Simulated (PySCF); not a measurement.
# [NO2]− (nitrite): a chain of runs

Wanted: a geometry optimisation (mPWPW91/def2-mTZVPP), then vibrational wavenumbers, then the energy (MP2/def2-SVPD), then ionisation energies (EOM-CCSD/def2-SVPD) of [NO2]− (nitrite). Input form: a Python script.

The results are computed with PySCF 2.14.0.

## Step 1: Starting point

[NO2]− has 3 atoms, charge -1, and is taken as a singlet. SMILES: `O=N[O-]`. All atoms were displaced at random from a relaxed shape. The run starts from this shape.

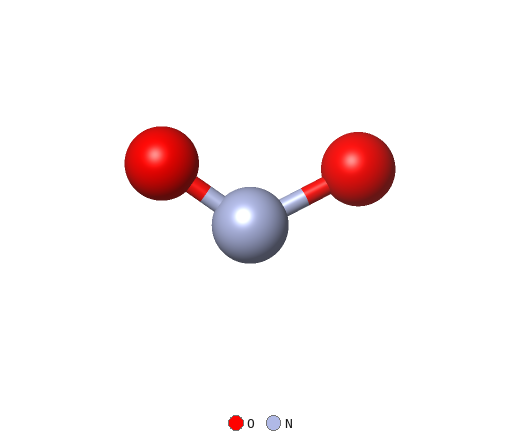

The structure, seen from a chosen angle (oxygen red, nitrogen light blue).

## Step 2: A structure relaxation at mPWPW91/def2-mTZVPP (sfX2C, density fitting with aug-cc-pvtz-jkfit) (run 1)

mol.xyz reads:

```xyz
3

O      0.216019     0.955180     0.360289
N      0.302700    -0.324769     0.198501
O     -0.522412    -0.839496    -0.389229
```

calc.py reads:

```python
# nitrite
from pyscf import gto, dft
from pyscf.geomopt.geometric_solver import kernel as optimise

molecule = gto.M(
    atom='mol.xyz',
    max_memory=1860,
    charge=-1,
    verbose=3,
    basis='def2-mtzvpp',
)

mf = dft.RKS(molecule)
mf.xc = 'mpw91,pw91'
mf = mf.x2c()
mf = mf.density_fit(auxbasis='aug-cc-pvtz-jkfit')
converged, mol_eq = optimise(mf, maxsteps=100, convergence_set='GAU_TIGHT')
print('converged:', converged)
print(mol_eq.tostring())

mf.reset(mol_eq)
molecule = mol_eq
mf.kernel()
e_final = mf.e_tot
print(f'total energy: {e_final:.8f} hartree')
```

Command:

```sh
OMP_NUM_THREADS=1 python calc.py
```

The program printed:

```text
convergence_set           GAU_TIGHT
[... 35 lines left out ...]
WARN: Mole.unit (angstrom) is changed to Bohr
[... 18 lines left out ...]
converged SCF energy = -205.351331663066
[... 50 lines left out ...]
converged SCF energy = -205.355498579105
[... 50 lines left out ...]
converged SCF energy = -205.355508560346
[... 51 lines left out ...]
converged SCF energy = -205.35550862079
[... 43 lines left out ...]
Converged! =D
[... 1 line left out ...]
converged: True
O           0.22709450        0.96760932        0.36078287
N           0.35013603       -0.29493885        0.23519408
O          -0.57452081       -0.88950813       -0.41005422
converged SCF energy = -205.355508674968
total energy: -205.35550867 hartree
```

Run time: 80 s. Hardware: 1 thread of Intel Xeon at 2.50GHz (Skylake/Cascade Lake), shared host; peak memory 0.48 GiB.

Step by step:

| step | energy from the first frame kept (eV) | largest force (eV/Å) |
| --- | --- | --- |
| 0 | 0.0000 | 10.1585 |
| 1 | -0.4632 | 3.7620 |
| 2 | -0.5388 | 1.4473 |
| 3 | -0.5743 | 0.4178 |
| 4 | -0.5765 | 0.1531 |
| 5 | -0.5768 | 0.0170 |
| 6 | -0.5768 | 0.0043 |
| 7 | -0.5768 | 0.0138 |
| 8 | -0.5768 | 0.0216 |
| 9 | -0.5768 | 0.0173 |
| 10 | -0.5768 | 0.0114 |
| 11 | -0.5768 | 0.0030 |
| 12 | -0.5768 | 0.0025 |

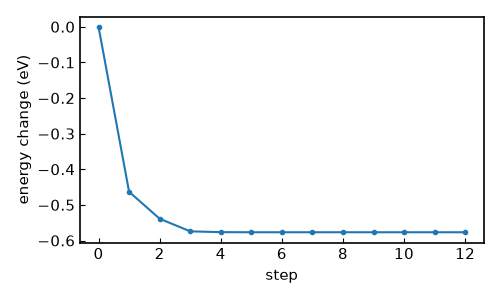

Energy along the run.

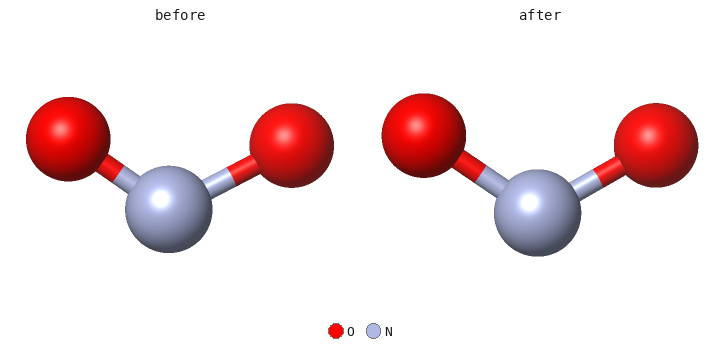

Before and after, at one scale.

After the run. Bond lengths: O1–N2 1.275 Å, N2–O3 1.275 Å. Angles: O1–N2–O3 116.2°.

## Step 3: Vibrational wavenumbers at mPWPW91/def2-mTZVPP (sfX2C, density fitting with aug-cc-pvtz-jkfit) (run 2)

geometry.xyz reads:

```xyz
3
NO2
O      0.241303     1.030243     0.306303
N      0.364365    -0.232291     0.180728
O     -0.560289    -0.826888    -0.464523
```

input.py reads:

```python
from pyscf import gto, dft, symm
from pyscf.hessian import thermo

mol = gto.M(
    atom='geometry.xyz',
    max_memory=1860,
    verbose=3,
    charge=-1,
    basis='def2-mtzvpp',
)

calc0 = dft.RKS(mol)
calc0.xc = 'mpw91,pw91'
calc0 = calc0.sfx2c1e()
calc0 = calc0.density_fit(auxbasis='aug-cc-pvtz-jkfit')
calc0.kernel()

etot = calc0.e_tot
print('Final energy', etot)
hess = calc0.Hessian().kernel()
modes = thermo.harmonic_analysis(mol, hess)
thermo.dump_normal_mode(mol, modes)
symm.geom.TOLERANCE = 1e-3  # for the symmetry number
th = thermo.thermo(calc0, modes['freq_au'], 350, 101325)
thermo.dump_thermo(mol, th)
```

Command:

```sh
OMP_NUM_THREADS=1 python input.py
```

The program printed:

```text
converged SCF energy = -205.355508675422
Final energy -205.3555086754224
Mode                                 0                   1                   2
Irrep
Freq [cm^-1]                      764.9571           1197.4960           1263.9875
Reduced mass [au]                  15.6203             14.6984             14.8873
Force const [Dyne/A]                5.3854             12.4185             14.0137
Char temp [K]                    1100.6030           1722.9301           1818.5966
Normal mode                   x     y     z       x     y     z       x     y     z
       0   O                 0.09  0.11  0.07   -0.01  0.11  0.01    0.03 -0.12  0.00
       1   N                -0.09  0.05 -0.04   -0.08 -0.18 -0.08   -0.15  0.10 -0.07
       2   O                -0.02 -0.16 -0.04    0.08  0.05  0.06    0.10  0.03  0.06
temperature 350.0000 [K]
pressure 101325.00 [Pa]
Rotational constants [GHz] 114.39264 13.48291 12.06131
Symmetry number 2
Zero-point energy (ZPE) 0.00735 [Eh]   19298.400 [J/mol]
                           tot       elec      trans        rot        vib
Entropy [J/mol/K]       243.549      0.000    159.830     81.529      2.191
Cv [J/mol/K]             31.557      0.000     12.472     12.472      6.614
Cp [J/mol/K]             39.872      0.000     20.786     12.472      6.614
Internal energy [J/mol]                      4365.091   4365.091  19899.684
Internal energy [Eh]   -205.34460  -205.35551
Enthalpy [J/mol]                             7275.152   4365.091  19899.684
Enthalpy [Eh]          -205.34350
Gibbs free energy [J/mol]                  -48665.201 -24169.959  19132.814
Gibbs free energy [Eh] -205.37596
```

It took 35 s on 1 thread of Intel Xeon at 2.50GHz (Skylake/Cascade Lake), shared host; peak memory 0.65 GiB.

## Step 4: The energy at MP2/def2-SVPD (density fitting with def2-universal-jkfit, C-PCM acetonitrile) (run 3)

run.py reads:

```python
from pyscf import gto, scf, mp, solvent

mol = gto.M(
    atom=[
    ('O', (0.227094, 0.967609, 0.360783)),
    ('N', (0.350136, -0.294939, 0.235194)),
    ('O', (-0.574521, -0.889508, -0.410054)),
],
    max_memory=1860,
    verbose=3,
    charge=-1,
    basis='def2-svpd',
)

calc0 = scf.RHF(mol)
calc0 = calc0.density_fit(auxbasis='def2-universal-jkfit')
calc0 = calc0.PCM()
calc0.with_solvent.method = 'C-PCM'
calc0.with_solvent.eps = 35.688  # acetonitrile
calc0.kernel()

pt = mp.MP2(calc0, frozen=3).run()
e_tot = pt.e_tot
print('Final energy', e_tot)
calc0.analyze()
```

Command:

```sh
OMP_NUM_THREADS=1 python run.py
```

The program printed:

```text
WARN: PCM is an experimental feature. It is still in testing.
Features and APIs may be changed in the future.

[... 10 lines left out ...]
MO #6   energy= -0.820946267398119 occ= 2
[... 11 lines left out ...]
MO #18  energy= 0.223833211405703  occ= 0
[... 11 lines left out ...]
MO #30  energy= 0.679025792635891  occ= 0
[... 11 lines left out ...]
MO #42  energy= 1.39353462106505   occ= 0
[... 11 lines left out ...]
MO #54  energy= 2.51155243262375   occ= 0
[... 11 lines left out ...]
MO #66  energy= 4.32054984719261   occ= 0
[... 5 lines left out ...]
WARN: System has nonzero charge -1; the dipole moment is origin-dependent.
Location of origin: [0. 0. 0.]

Dipole moment(X, Y, Z, Debye):  0.75452, -0.13716,  0.07861
```

It took 8.1 s on 1 thread of Intel Xeon at 2.50GHz (Skylake/Cascade Lake), shared host; peak memory 0.17 GiB.

## Step 5: Ionisation energies at EOM-CCSD/def2-SVPD (root kind ip) (run 4)

calc.py reads:

```python
# nitrite
import numpy
from pyscf import gto, cc

mol = gto.M(
    atom=[
    ('O', (0.227094, 0.967609, 0.360783)),
    ('N', (0.350136, -0.294939, 0.235194)),
    ('O', (-0.574521, -0.889508, -0.410054)),
],
    basis='def2-svpd',
    verbose=3,
    max_memory=1860,
    spin=0,
    charge=-1,
)

mf = mol.RHF()
mf.kernel()

mycc = cc.CCSD(mf, frozen=3)
mycc.kernel()
energy = mycc.e_tot
print('E(%s) = %.9f' % ('EOM-CCSD', energy))

e, vec = mycc.ipccsd(nroots=3)
roots = numpy.atleast_1d(e) * 27.211386
print('EOM-IP-CCSD roots (eV)')
for i, w in enumerate(roots, 1):
    print('%3d %10.4f' % (i, w))
```

Command:

```sh
OMP_NUM_THREADS=1 python calc.py
```

The program printed:

```text
converged SCF energy = -203.92714286686
E(CCSD) = -204.5039431733725  E_corr = -0.5768003065121828
E(EOM-CCSD) = -204.503943173
EOM-IP-CCSD roots (eV)
  1     2.8351
  2     3.7953
  3     4.2509
```

Run time: 11 s. Hardware: 1 thread of Intel Xeon at 2.50GHz (Skylake/Cascade Lake), shared host; peak memory 0.24 GiB.

## Step 6: What came out

```
                                                                          quantity             value
                               run 1, mPWPW91/def2-mTZVPP: total energy at the end     -205.35551 Eh
                                           run 1, mPWPW91/def2-mTZVPP: HOMO energy           1.77 eV
                                           run 1, mPWPW91/def2-mTZVPP: LUMO energy           4.56 eV
 run 1, mPWPW91/def2-mTZVPP: HOMO–LUMO gap (to an unbound level, set by the basis)           2.79 eV
                            run 2, mPWPW91/def2-mTZVPP: lowest harmonic wavenumber          765 cm⁻¹
                           run 2, mPWPW91/def2-mTZVPP: highest harmonic wavenumber         1264 cm⁻¹
                                     run 2, mPWPW91/def2-mTZVPP: zero-point energy       19.3 kJ/mol
run 2, mPWPW91/def2-mTZVPP: ideal-gas entropy at 350 K (symmetry number 2 as used)  58.2 cal/(mol K)
                                                run 3, MP2/def2-SVPD: total energy     -204.61217 Eh
                         run 3, MP2/def2-SVPD: HOMO energy (Hartree–Fock orbitals)         -10.35 eV
                         run 3, MP2/def2-SVPD: LUMO energy (Hartree–Fock orbitals)           4.03 eV
       run 3, MP2/def2-SVPD: HOMO–LUMO gap (to an unbound level, set by the basis)          14.39 eV
                 run 3, MP2/def2-SVPD: correlation energy (3 core orbitals frozen)        -578.1 mEh
                                  run 3, MP2/def2-SVPD: solvent term in the energy     -282.6 kJ/mol
                      run 4, EOM-CCSD/def2-SVPD: ground-state or mean-field energy     -204.50394 Eh
                    run 4, EOM-CCSD/def2-SVPD: HOMO energy (Hartree–Fock orbitals)          -4.57 eV
                    run 4, EOM-CCSD/def2-SVPD: LUMO energy (Hartree–Fock orbitals)           8.59 eV
  run 4, EOM-CCSD/def2-SVPD: HOMO–LUMO gap (to an unbound level, set by the basis)          13.16 eV
            run 4, EOM-CCSD/def2-SVPD: correlation energy (3 core orbitals frozen)        -576.8 mEh
                                          run 4, EOM-CCSD/def2-SVPD: T1 diagnostic             0.027
                                run 4, EOM-CCSD/def2-SVPD: first ionisation energy           2.84 eV
```

What this shows: The optimisation (run 1, mPWPW91/def2-mTZVPP) took 12 steps and changed the energy by -0.577 eV. The HOMO (run 1, mPWPW91/def2-mTZVPP) lies at positive energy, 1.77 eV; only total energies tell whether the electron is bound. All 3 modes (run 2, mPWPW91/def2-mTZVPP) are real, so the shape is a minimum at this level. The HOMO (run 2, mPWPW91/def2-mTZVPP) lies at positive energy, 1.77 eV; only total energies tell whether the electron is bound. The T1 diagnostic (run 4, EOM-CCSD/def2-SVPD) of 0.027 is above the customary mark for such species, so a single reference may not serve.
